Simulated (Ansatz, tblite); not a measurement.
# Sn(OH)H3 (SnH4O): spin-state energies by level

Is the singlet the ground state of Sn(OH)H3 (SnH4O)? Other spin states are computed and compared level by level.

Computed with Ansatz 0.2.0, Gaussian basis. Level: as each input shows.

Levels to be run: triplet, at the geometry of the singlet (GFN1-xTB, GFN2-xTB, PBE0-D4/def2-TZVP, PBE-D4/def2-TZVP, r2SCAN-D4/def2-TZVP); the singlet's energies come from earlier runs.

3 further runs of the same task are left out: 1 that didn't finish, 2 set aside as unsound or not needed.

**1. The structure**

The geometry is that of the singlet, from an earlier relaxation (PBE0-D4/def2-TZVP).

6 atoms, charge 0, spin multiplicity 1.

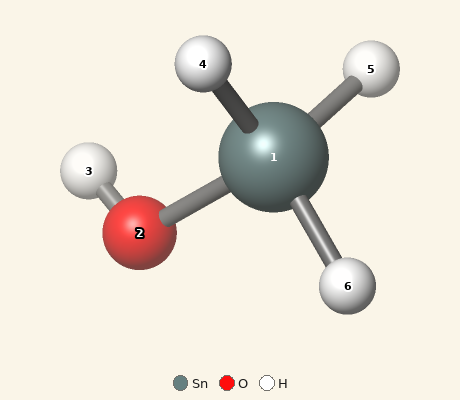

The geometry (tin teal, oxygen red, hydrogen white); atoms are numbered from 1 in the order of the file.

Sn takes a core potential in the def2 sets. No spin-orbit coupling is included.

**2. Triplet at the fixed geometry, GFN1-xTB**

Tight binding, by tblite at 300 K electronic temperature and without a spin-polarisation term:

```python
tblite.interface.Calculator('GFN1-xTB', numbers, positions, charge=0, uhf=2).singlepoint()
```

Energy -246.3738 eV; 0.03 s.

**3. Triplet at the fixed geometry, GFN2-xTB**

Tight binding, by tblite at 300 K electronic temperature and without a spin-polarisation term:

```python
tblite.interface.Calculator('GFN2-xTB', numbers, positions, charge=0, uhf=2).singlepoint()
```

Energy -216.1734 eV; 0.021 s.

**4. Triplet at the fixed geometry, PBE0-D4/def2-TZVP**

Contents of in.yaml:

```yaml
crystal:
  periodic: [false, false, false]
  atoms:
    - {symbol: Sn, position_ang: [-0.065787, -0.122261, -0.475144]}
    - {symbol: O, position_ang: [-0.076244, -0.120233, 1.494647]}
    - {symbol: H, position_ang: [0.353240, 0.649056, 1.874819]}
    - {symbol: H, position_ang: [1.558081, -0.117204, -1.008355]}
    - {symbol: H, position_ang: [-0.889182, 1.271868, -1.022628]}
    - {symbol: H, position_ang: [-0.880109, -1.561216, -0.863339]}
basis:
  gaussian: {orbitals: def2-TZVP}
magnetization: {spin_polarized: true, initial_magnetization: 2}
hamiltonian: {xc: pbe0, dispersion: d4}
scf: {omitted_lower_state_checks: [starts]}
output: {orbitals: {seedname: orbitals}}
```

Run with:

```console
> ansatz run in.yaml --threads 4 --pin off --events-out ev --progress --plain --max-ram 3916MiB
```

The log of the run:

```text
Functional definition: PBE0
  name "PBE0"
  cite "Adamo & Barone, J. Chem. Phys. 110, 6158 (1999) doi:10.1063/1.478522"
  cite "Perdew, Burke & Ernzerhof, Phys. Rev. Lett. 77, 3865 (1996) doi:10.1103/PhysRevLett.77.3865"
  parent pbe
  parameter a = 0.25
  parameter kappa = 0.804
  parameter beta = 0.06672455060314922
  exchange = (1 - a)*pbe_x(kappa = kappa, mu = beta*pi^2/3) + a*exact_x
  correlation = pbe_c(beta = beta)
these checks for a lower state are left out or cut short: starts
788 factors; their error is unknown
mean field evaluation 1: about -7928.7086 eV, gradient 4.3e1 eV
mean field evaluation 2: about -7852.7256 eV, gradient 1.2e2 eV
mean field evaluation 4: about -7935.2729 eV, gradient 1.5e1 eV
mean field evaluation 8: about -7936.4412 eV, gradient 3.8e-1 eV
mean field evaluation 16: about -7936.5236 eV, gradient 1.1e-3 eV
mean field -7936.52362325 eV, -291.6618635856 hartree, gradient 2.1e-5 eV, S^2 2.008345; 0 other end points of the search recorded, 0 dependent functions left out
reference -7936.52366472 eV, -291.6618651095 hartree; 18, 16 occupied and 87, 89 virtual orbitals, 788 factors
Total energy: -7936.58697306 eV, -291.6641916481 hartree
Checks for a lower state left out: starts
```

Wall time 7.1 s (4 threads of Intel Xeon at 2.50GHz, shared host).

Report: HOMO -3.06 eV, LUMO -6.59 eV (over both spins; with the spin held, an empty level of the minority spin lies below the top filled one); ⟨S²⟩ 2.008 (pure: 2.00).

**5. Triplet at the fixed geometry, PBE-D4/def2-TZVP**

start.molden holds the orbitals of an earlier run on this state, given as this run's starting guess.

Changes to in.yaml since step 4:

```diff
@@ -10,5 +10,5 @@
 basis:
-  gaussian: {orbitals: def2-TZVP}
+  gaussian: {orbitals: def2-TZVP, initial_orbitals: start.molden}
 magnetization: {spin_polarized: true, initial_magnetization: 2}
-hamiltonian: {xc: pbe0, dispersion: d4}
+hamiltonian: {xc: pbe, dispersion: d4}
 scf: {omitted_lower_state_checks: [starts]}
```

The command is unchanged.

The log of the run:

```text
Functional definition: PBE
  name "PBE"
  cite "Perdew, Burke & Ernzerhof, Phys. Rev. Lett. 77, 3865 (1996) doi:10.1103/PhysRevLett.77.3865"
  parent pbe
  parameter kappa = 0.804
  parameter beta = 0.06672455060314922
  exchange = pbe_x(kappa = kappa, mu = beta*pi^2/3)
  correlation = pbe_c(beta = beta)
these checks for a lower state are left out or cut short: starts
715 factors; their error is unknown
mean field evaluation 1: about -7936.3529 eV, gradient 4.7e0 eV
mean field evaluation 2: about -7936.5073 eV, gradient 5.9e-1 eV
mean field evaluation 4: about -7936.5047 eV, gradient 1.7e-1 eV
mean field evaluation 8: about -7936.5047 eV, gradient 1.0e-5 eV
mean field -7936.50473514 eV, -291.6611694604 hartree, gradient 1.0e-5 eV, S^2 2.004483; 0 other end points of the search recorded, 0 dependent functions left out
reference -7936.50479018 eV, -291.6611714830 hartree; 18, 16 occupied and 87, 89 virtual orbitals, 715 factors
Total energy: -7936.58073836 eV, -291.6639625272 hartree
Checks for a lower state left out: starts
```

Run time: 4.4 s. Hardware: 4 threads of Intel Xeon at 2.50GHz, shared host.

HOMO -2.32 eV, LUMO -7.56 eV (over both spins; with the spin held, an empty level of the minority spin lies below the top filled one); ⟨S²⟩ 2.004 (pure: 2.00).

**6. Triplet at the fixed geometry, r2SCAN-D4/def2-TZVP**

Changes to in.yaml since step 5:

```diff
@@ -12,3 +12,3 @@
 magnetization: {spin_polarized: true, initial_magnetization: 2}
-hamiltonian: {xc: pbe, dispersion: d4}
+hamiltonian: {xc: r2scan, dispersion: d4}
 scf: {omitted_lower_state_checks: [starts]}
```

Launched as before.

The log of the run:

```text
Functional definition: r2SCAN
  name "r2SCAN"
  cite "Furness, Kaplan, Ning, Perdew & Sun, J. Phys. Chem. Lett. 11, 8208 (2020) doi:10.1021/acs.jpclett.0c02405"
  cite "Furness, Kaplan, Ning, Perdew & Sun, J. Phys. Chem. Lett. 11, 9248 (2020) doi:10.1021/acs.jpclett.0c03077"
  parent r2scan
  parameter k0 = 0.174
  parameter k1 = 0.065
  parameter a1 = 4.9479
  exchange = r2scan_x(k0 = k0, k1 = k1, a1 = a1)
  correlation = r2scan_c
these checks for a lower state are left out or cut short: starts
715 factors; their error is unknown
mean field evaluation 1: about -7939.8923 eV, gradient 3.4e0 eV
mean field evaluation 2: about -7939.9368 eV, gradient 1.2e-1 eV
mean field evaluation 4: about -7939.9311 eV, gradient 4.6e-3 eV
mean field evaluation 8: about -7939.9311 eV, gradient 5.5e-5 eV
mean field -7939.93112006 eV, -291.7870867837 hartree, gradient 1.4e-5 eV, S^2 2.009306; 0 other end points of the search recorded, 0 dependent functions left out
reference -7939.93114294 eV, -291.7870876244 hartree; 18, 16 occupied and 87, 89 virtual orbitals, 715 factors
Total energy: -7939.94810069 eV, -291.7877108103 hartree
Checks for a lower state left out: starts
```

Run time: 7 s. Hardware: 4 threads of Intel Xeon at 2.50GHz, shared host.

Report: HOMO -2.50 eV, LUMO -7.40 eV (over both spins; with the spin held, an empty level of the minority spin lies below the top filled one); ⟨S²⟩ 2.009 (pure: 2.00).

**7. Triplet less singlet, vertical**

The singlet's energies are those of its earlier runs, whose logs aren't repeated here.

```csv
level,"triplet less singlet, vertical (kJ/mol)",time
GFN1-xTB,+712.8,0.038 s
GFN2-xTB,+603.5,0.026 s
PBE-D4/def2-TZVP,+513.7,6.7 s
r2SCAN-D4/def2-TZVP,+533.1,10 s
PBE0-D4/def2-TZVP,+544.7,10 s
```

Times add the two runs; a level without a time comes out of a correlated run. Tight binding without a spin term can't rank spin states.

**8. What came out**

```
                                                quantity                                       value
triplet less singlet, vertical, functionals in def2-TZVP  +513.7 (PBE-D4) to +544.7 kJ/mol (PBE0-D4)
```

What this shows: All functionals put the triplet above the singlet, over a spread of 31.1 kJ/mol. The checks for a lower triplet were left out, so another state of that spin may lie lower. These are electronic energies, without zero-point motion, entropy or surroundings.
